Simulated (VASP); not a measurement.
Band structure of BaS3 (sg113). These are PBEsol GGA, VASP's PBE PAW potentials (set 64) (plane waves; VASP) values and carry that method's errors.

Unless said otherwise, spin-orbit coupling is left out, though it shifts the bands of the heavy elements here.

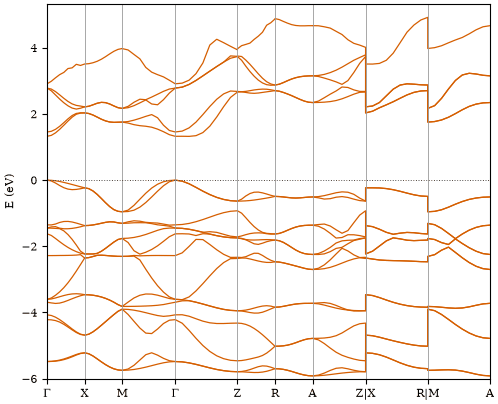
Fig. 1. Bands along high-symmetry lines, zero at the valence-band maximum or, without a gap, the Fermi level

### Question
Read the plot: is there a gap, and where are the band edges?

### Answer
The gap is indirect, 1.32 eV, from the valence maximum at Γ to the conduction minimum at Γ-Z at 0.22. (Edges off the drawn lines would not show.)

The compound is BaS3 in the sg113 structure. It was relaxed first.
